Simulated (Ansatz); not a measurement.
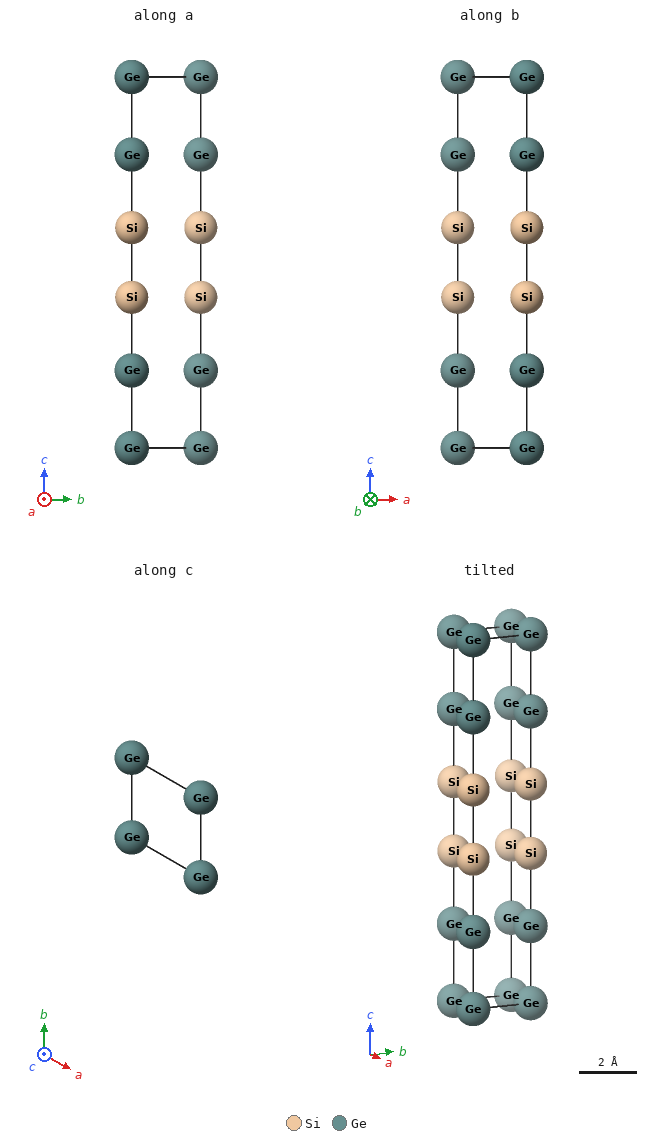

We look at a spheres-only model of the crystal along the a axis, along the b axis, along the c axis and slightly off an axis. The box is the conventional unit cell; atoms on or close to its faces, edges and corners are drawn wherever they repeat.

Lattice parameters: a = 2.7991 Å, b = 2.7991 Å, c = 13.0244 Å, α = 90.000°, β = 90.000°, γ = 120.000°.

From the views, write a CIF with its space group and independent sites, with free fractional coordinates to two decimals.

```cif
data_structure
_symmetry_space_group_name_H-M 'P 6/m m m'
_symmetry_Int_Tables_number 191
_cell_length_a 2.7991
_cell_length_b 2.7991
_cell_length_c 13.0244
_cell_angle_alpha 90.000
_cell_angle_beta 90.000
_cell_angle_gamma 120.000
_cell_volume 88.37
loop_
_atom_site_label
_atom_site_type_symbol
_atom_site_symmetry_multiplicity
_atom_site_Wyckoff_symbol
_atom_site_fract_x
_atom_site_fract_y
_atom_site_fract_z
_atom_site_occupancy
Si1 Si 2 e 0.00 0.00 0.41 1
Ge1 Ge 2 e 0.00 0.00 0.79 1
Ge2 Ge 1 a 0.00 0.00 0.00 1
```

The initial geometry was a structure type filled with these elements by a generator (whether the compound takes this form wasn't checked). The structure drawn was relaxed with DFT PBE, scalar-relativistic, plane waves, PAW (Ansatz).
